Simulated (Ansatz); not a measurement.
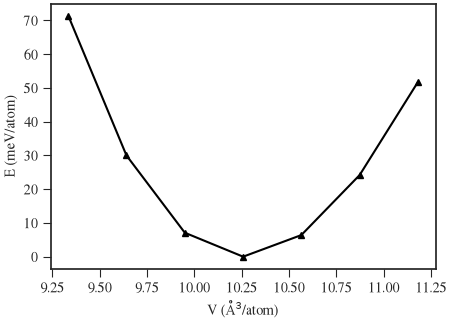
Figure: TiO in space group P-62m (No. 189; Ti on 2d, Ti on 1a, O on 3f) under volume change, the program Ansatz at the r²SCAN level (PAW), shape and atoms relaxed at each volume.

Q: What does a third-order Birch–Murnaghan fit give for V₀, B₀ and B′?

A: V₀ = 10.26 Å³/atom, B₀ = 233 GPa, B′ = 4.4.

The workflow started from a Materials Project entry (that database holds measured and hypothetical structures alike); the Crystallography Open Database copy checked does not list it. COD files the formula under space group No. 12, 225, so this cell is another polymorph or a model. Whether it is the stable phase at ambient conditions was not checked. The cell was relaxed with r²SCAN under the symmetry of its start; of distortions, only those at the zone centre were tested. The run is not spin-polarised.

Potentials: the later of the program's two PAW sets.
